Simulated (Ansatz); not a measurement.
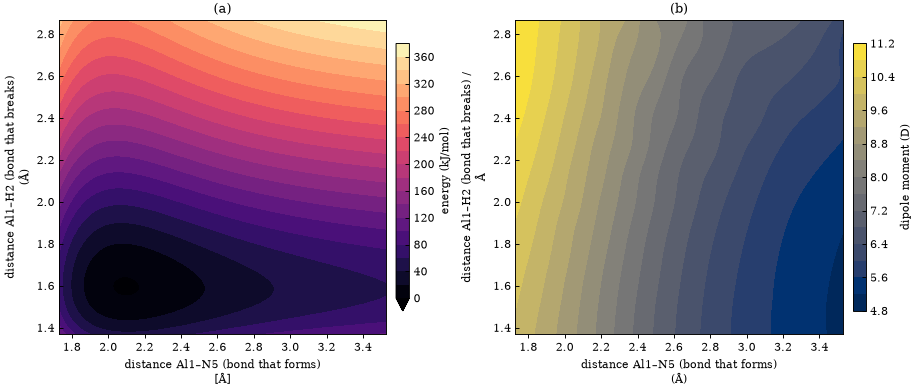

The reacting system C₂H₆AlN (fragments AlH₃ + C₂H₃N where the first distance is long, C₂H₅AlN + H where the second is long). 
- The first coordinate is: distance Al1–N5 (bond that forms); the second: distance Al1–H2 (bond that breaks).
- Relaxed at each point: all other coordinates.
- The grid has 13 × 13 points.
- Points are written as (first, second).
- All energies are given in kJ/mol relative to the lowest grid point.
- The reference is spin-restricted, so regions where a bond is pulled apart into radicals lie too high.
- The calculation used RHF/def2-SVP in Ansatz.

Panel (a) is the energy and panel (b) the computed dipole moment on the same grid.

The picture shows filled contours. Between grid points the surface is interpolated.

Q: How does the dipole moment vary over the map, and what is it at the lowest grid point?

A: Leaving out the highest fifth of the energies, it runs from 5.1 D at (3.528 Å, 1.435 Å) to 11.0 D at (1.728 Å, 2.415 Å). At the lowest grid point, (2.046 Å, 1.633 Å), it is 9.0 D.
